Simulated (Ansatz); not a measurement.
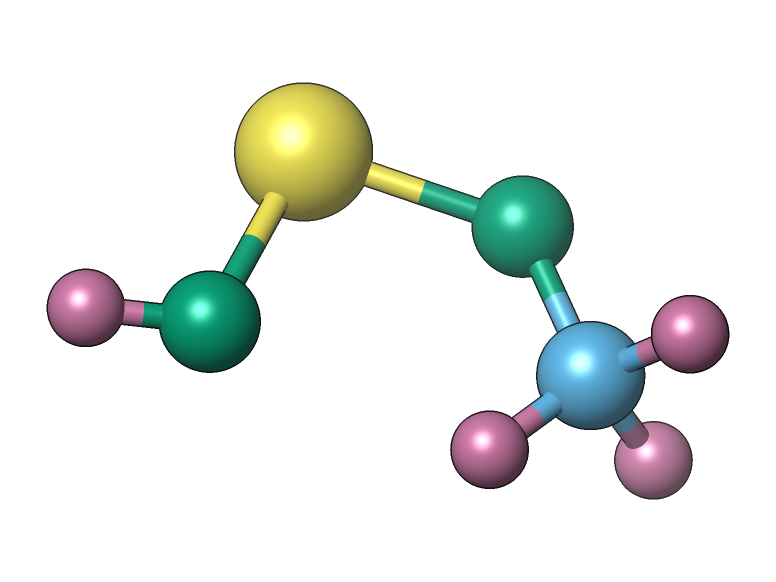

The picture comes from a calculation with Ansatz.

Rendered structure (ball-and-stick style). Every bond is drawn as one stick, whatever its order. Colours: carbon blue, oxygen teal, germanium yellow, hydrogen pink.

Identify the structure.

Formula CH4GeO2. SMILES: `C[O][Ge][OH]`. Coordination: 1 C tetrahedral; 2 O bent; 1 Ge bent.
